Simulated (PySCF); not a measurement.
C₇H₁₁ClOSi

```xyz
21

C     4.6920   -1.0344    0.4536
C     3.6243   -0.5444   -0.1563
O     2.4091   -0.5180    0.4437
C     1.3545   -0.0494   -0.2587
C     0.1058   -0.0485    0.2236
Cl   -0.1734   -0.7022    1.8041
C    -1.0751    0.3975   -0.4913
C    -1.0133    1.3699   -1.4008
Si   -2.7270   -0.4358   -0.0484
C    -3.5249    0.4730    1.4141
H     4.6279   -1.4342    1.4488
H     5.6474   -1.0439   -0.0335
H     3.6622   -0.1391   -1.1636
H     1.5517    0.3175   -1.2603
H    -1.8907    1.6711   -1.9463
H    -0.1057    1.9069   -1.6286
H    -2.5160   -1.8582    0.2295
H    -3.5781   -0.2945   -1.2391
H    -2.9120    0.4135    2.3078
H    -4.4952    0.0458    1.6473
H    -3.6727    1.5244    1.1831
```

Geometry: GFN2-xTB.

Level of theory: PBE0/pcSseg-1, SCF density, gas phase, non-relativistic (PySCF).

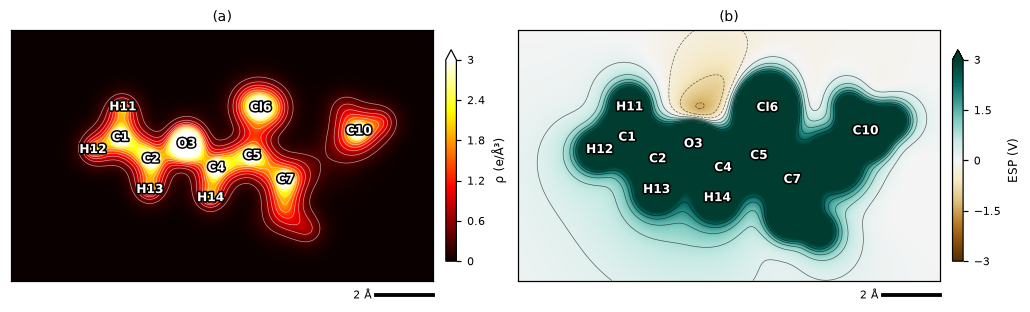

Figure 1. (a) electron density; (b) electrostatic potential on the plane of atoms C2, O3 and C4.

Interpret the plot.

Atoms in the plane: C, O, Cl and H. C–C (1.32 Å): the density is about 2.3 e/Å³ at the midpoint. C–O (1.35 Å): ρ at the midpoint is about 2.3 e/Å³, with its minimum of 2 e/Å³ about 0.5 Å from C. C–Cl (1.73 Å): ρ is about 1.4 e/Å³ halfway. C–H (1.07 Å): the density is about 2 e/Å³ at the midpoint. C–C (1.45 Å): ρ at the midpoint is about 1.9 e/Å³. Outside the dense part of the molecule the potential is most negative (−1.4 V) near O3.

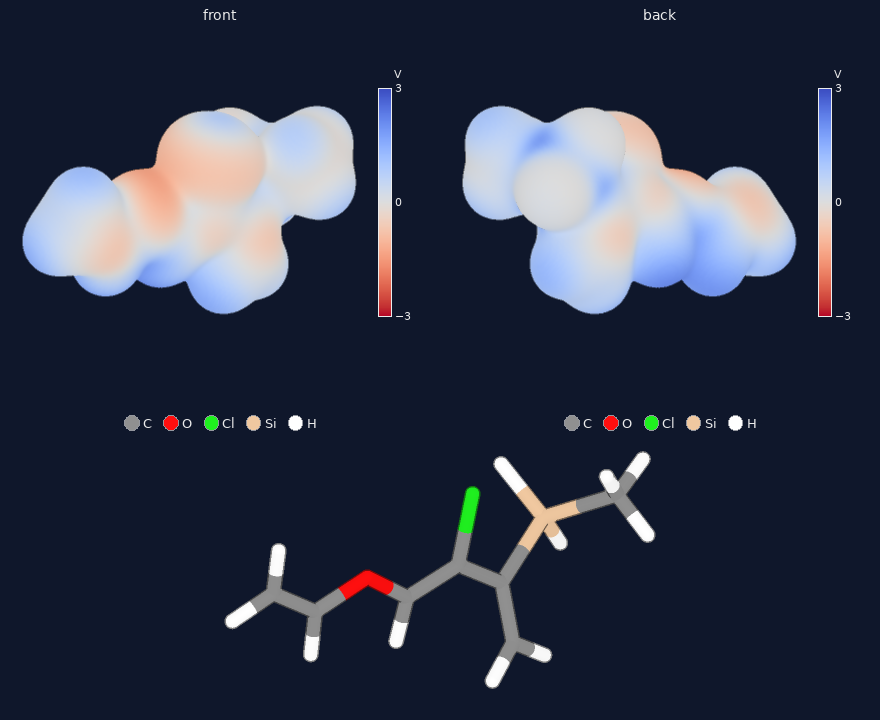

Figure 2. The electrostatic potential painted on the density surface at 0.004 e/bohr³, seen from the front and from behind; red is negative and blue positive. The bare structure is drawn below in the same view.

Describe the electrostatic potential map.

The most negative region (about −1.3 V, or −30 kcal/mol for a unit charge) lies over O3, the most positive (about +2.0 V, or +46 kcal/mol for a unit charge) over H13 and H14. Cl6 shows a σ-hole: about +0.7 V, or +16 kcal/mol for a unit charge at the tip opposite its bond, against about −0.5 V, or −12 kcal/mol for a unit charge on its flanks. O3 is the likeliest acceptor of a hydrogen bond.
